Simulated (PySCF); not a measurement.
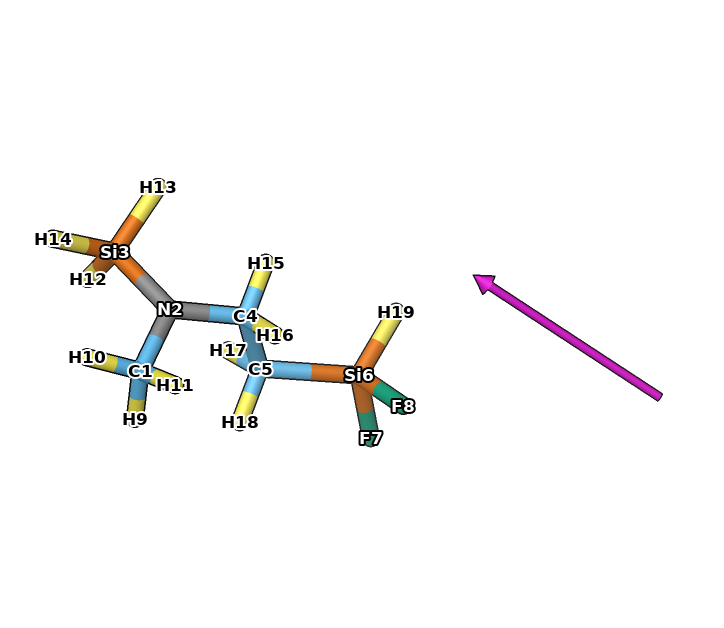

The arrow beside the molecule shows the direction of the dipole moment, from the negative to the positive end (its length means nothing). Computed geometry: GFN2-xTB optimisation. No frequency run is at hand to confirm it as a minimum. Level of theory: PBE0/pcSseg-1, gas phase (PySCF 2.14.0).

Estimate the dipole moment.

Answer. 2.02 D; it points from the side of F7 to the side of H14 (the outermost atoms at the two ends).

The geometry is semi-empirical. Around Si such bond lengths and angles can be off by a tenth of an ångström or more and by several degrees, and values that hang on the shape move with them.
